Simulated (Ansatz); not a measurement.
Consider Zr3H.

```
Zr H
1.0
     7.56331    0.00000    0.00000
    -3.78166    6.55002    0.00000
     0.00000    0.00000    3.17344
Zr H
6 2
Direct
  0.20180 0.40360 0.25000
  0.59640 0.79820 0.25000
  0.20180 0.79820 0.25000
  0.79820 0.59640 0.75000
  0.40360 0.20180 0.75000
  0.79820 0.20180 0.75000
  0.33333 0.66667 0.75000
  0.66667 0.33333 0.25000
```

Space group P6₃/mmc; a structure generated by program, which may or may not match a known phase.

Method: Ansatz, DFT PBE, scalar-relativistic, plane waves, PAW.

Q: What can the converged valence pseudo-density and electron localisation function tell about the bonding?

A: Zr–H (2.34 Å): ρ at the midpoint is about 0.27 e/Å³; the ELF climbs to about 1 towards the hydrogen.
Zr–Zr (3.17 Å): the density is about 0.19 e/Å³ at the midpoint; the ELF is about 0.30 at the midpoint (no shared electron pair shows on this line).

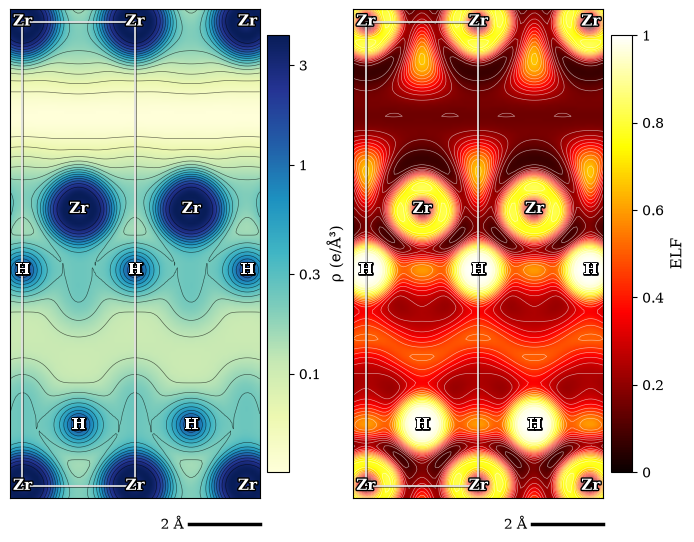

Computed valence pseudo-density and electron localisation function on the (110) plane of the conventional cell, in this order. 

The density is the valence pseudo-density of a PAW calculation; it isn't the true density close to the nuclei.
